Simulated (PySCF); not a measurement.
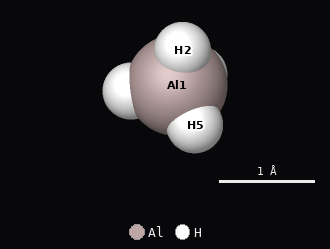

**Figure 1.** The structure as given in the input (ball-and-stick view, seen at a tilt; atoms are numbered from 1 in the order of the input). Sticks mark near contacts. Bond lengths as drawn: Al–H 0.49 Å and H–H 0.81 Å.

AlH4 (charge −1): single-point calculation

The run: single-point calculation of AlH4, charge −1. Method and program: RHF/sto-3g, ccsd (PySCF 2.14.0).

Some settings of this run were made unusual or wrong on purpose.

**The program's output**
```
PySCF version 2.14.0

[INPUT] verbose = 4
[INPUT] num. atoms = 5
[INPUT] num. electrons = 18
[INPUT] charge = -1
[INPUT] spin (= nelec alpha-beta = 2S) = 0
[INPUT] symmetry False subgroup None
[INPUT] Mole.unit = angstrom
[INPUT] Symbol           X                Y                Z      unit          X                Y                Z       unit  Magmom
[INPUT]  1 Al     0.000000000000   0.000000000000   0.000000000000 AA    0.000000000000   0.000000000000   0.000000000000 Bohr   0.0
[INPUT]  2 H      0.403300000000   0.000000000000   0.285200000000 AA    0.762126546037   0.000000000000   0.538949890726 Bohr   0.0
[INPUT]  3 H     -0.403300000000   0.000000000000   0.285200000000 AA   -0.762126546037   0.000000000000   0.538949890726 Bohr   0.0
[INPUT]  4 H      0.000000000000   0.403300000000  -0.285200000000 AA    0.000000000000   0.762126546037  -0.538949890726 Bohr   0.0
[INPUT]  5 H      0.000000000000  -0.403300000000  -0.285200000000 AA    0.000000000000  -0.762126546037  -0.538949890726 Bohr   0.0

nuclear repulsion = 59.6443674411564
number of shells = 9
number of NR pGTOs = 39
number of NR cGTOs = 13
basis = sto-3g
ecp = {}

******** <class 'pyscf.scf.hf.RHF'> ********
method = RHF
initial guess = minao
damping factor = 0
level_shift factor = 0
DIIS = <class 'pyscf.scf.diis.CDIIS'>
diis_start_cycle = 1
diis_space = 8
diis_damp = 0
SCF conv_tol = 1e-09
SCF conv_tol_grad = None
SCF max_cycles = 50
direct_scf = True
direct_scf_tol = 1e-13
Set gradient conv threshold to 3.16228e-05
Initial guess from minao.
init E= -241.944301395258
  HOMO = -0.209901901713822  LUMO = 0.7365572966925  gap/eV = 25.75447
cycle= 1 E= -232.416914355745  delta_E= 9.53  |g|= 0.236  |ddm|= 5.91
  HOMO = -0.0155394523615535  LUMO = 1.19199164802177  gap/eV = 32.85859
cycle= 2 E= -232.425243411722  delta_E= -0.00833  |g|= 0.0234  |ddm|= 0.607
  HOMO = 0.00108268996304763  LUMO = 1.21747468842982  gap/eV = 33.09971
cycle= 3 E= -232.425380655954  delta_E= -0.000137  |g|= 0.00476  |ddm|= 0.063
  HOMO = 0.00191629692337645  LUMO = 1.21873370467518  gap/eV = 33.11129
cycle= 4 E= -232.425389667741  delta_E= -9.01e-06  |g|= 0.000568  |ddm|= 0.0214
  HOMO = 0.00208056758622671  LUMO = 1.21897577313514  gap/eV = 33.11341
cycle= 5 E= -232.425389787974  delta_E= -1.2e-07  |g|= 2.51e-05  |ddm|= 0.00283
  HOMO = 0.00207766028506325  LUMO = 1.21897208628034  gap/eV = 33.11338
cycle= 6 E= -232.42538978811  delta_E= -1.36e-10  |g|= 5.41e-07  |ddm|= 8.99e-05
  HOMO = 0.00207731055815997  LUMO = 1.21897155396672  gap/eV = 33.11338
Extra cycle  E= -232.42538978811  delta_E= -5.68e-14  |g|= 6e-08  |ddm|= 6.95e-07
converged SCF energy = -232.42538978811

******** <class 'pyscf.cc.ccsd.CCSD'> ********
CC2 = 0
CCSD nocc = 4, nmo = 8
frozen orbitals 5
max_cycle = 50
direct = 0
conv_tol = 1e-07
conv_tol_normt = 1e-05
diis_space = 6
diis_start_cycle = 0
diis_start_energy_diff = 1e+09
Init t2, MP2 energy = -232.452240605718  E_corr(MP2) -0.0268508176077905
Init E_corr(CCSD) = -0.0268508176077908
cycle = 1  E_corr(CCSD) = -0.0337808678981634  dE = -0.00693005029  norm(t1,t2) = 0.0232007
cycle = 2  E_corr(CCSD) = -0.035851468020617  dE = -0.00207060012  norm(t1,t2) = 0.00786095
cycle = 3  E_corr(CCSD) = -0.0368913693273883  dE = -0.00103990131  norm(t1,t2) = 0.00284479
cycle = 4  E_corr(CCSD) = -0.0368823190487756  dE = 9.05027861e-06  norm(t1,t2) = 0.000233776
cycle = 5  E_corr(CCSD) = -0.0368843034701284  dE = -1.98442135e-06  norm(t1,t2) = 2.78981e-05
cycle = 6  E_corr(CCSD) = -0.0368844392283455  dE = -1.35758217e-07  norm(t1,t2) = 2.77766e-06
cycle = 7  E_corr(CCSD) = -0.0368844760021198  dE = -3.67737743e-08  norm(t1,t2) = 2.7353e-07
CCSD converged
E(CCSD) = -232.4622742641121  E_corr = -0.03688447600211978

WARN: System has nonzero charge -1; the dipole moment is origin-dependent.
Location of origin: [0. 0. 0.]

Dipole moment(X, Y, Z, Debye):  0.00000,  0.00000, -0.00000
orbital energies (hartree): [0.0021 0.0021 0.0021 1.219  1.219  1.2191]
```

This output came from the following input.

**Input**
```python
from pyscf import gto, scf, cc

mol = gto.M(
    atom='Al 0 0 0; H 0.4033 0 0.2852; H -0.4033 0 0.2852; H 0 0.4033 -0.2852; H 0 -0.4033 -0.2852',
    basis='sto-3g',
    charge=-1,
    spin=0,
    verbose=4,
)
mf = scf.RHF(mol)
mf.kernel()
mycc = cc.CCSD(mf, frozen=5)
mycc.kernel()
mf.dip_moment()
print('orbital energies (hartree):', mf.mo_energy[..., max(0, mol.nelec[1]-3):mol.nelec[0]+3].round(4))
```

Launch command:
```bash
python input.py
```

**Outcome**

| quantity | value |
| --- | --- |
| outcome | converged |
| SCF energy | −232.425390 hartree |
| hardware | 1 CPU thread, shared host |
| wall time | 1.2 s |

**What went wrong**

Some settings of this run were drawn to be unusual or wrong. It converged; results that depend on the unusual settings are not reference values.
